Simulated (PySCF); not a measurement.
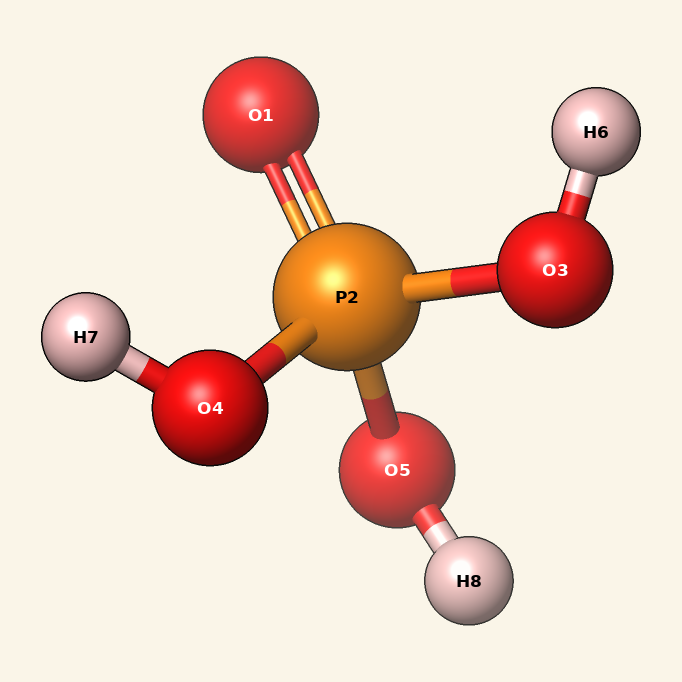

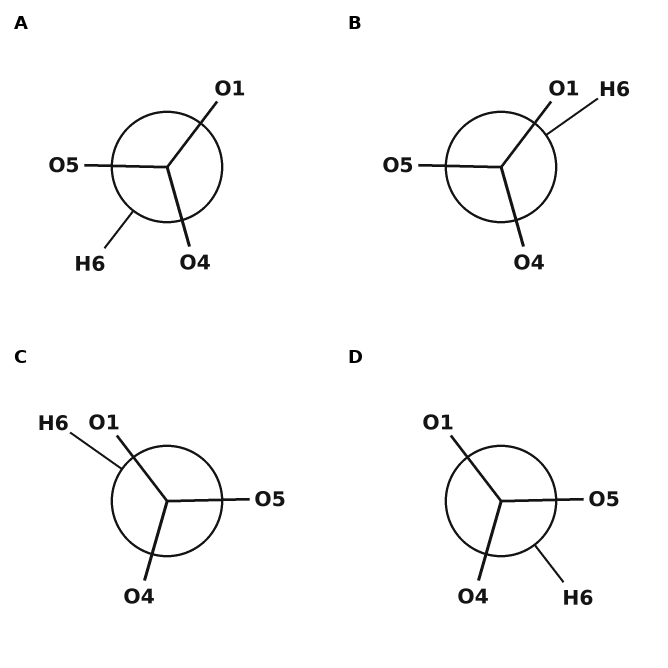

Distant atoms are faded towards the background colour. Bonds that would overlap in a projection are set slightly apart. The geometry was computed by an optimisation with PBE0-D3(BJ)/def2-SVP. No frequency run is at hand to confirm it as a minimum.

Which Newman projection shows the view along P2–O3, with P2 in front?

B. The torsion angle O4–P2–O3–H6 is −127°, anticlinal.
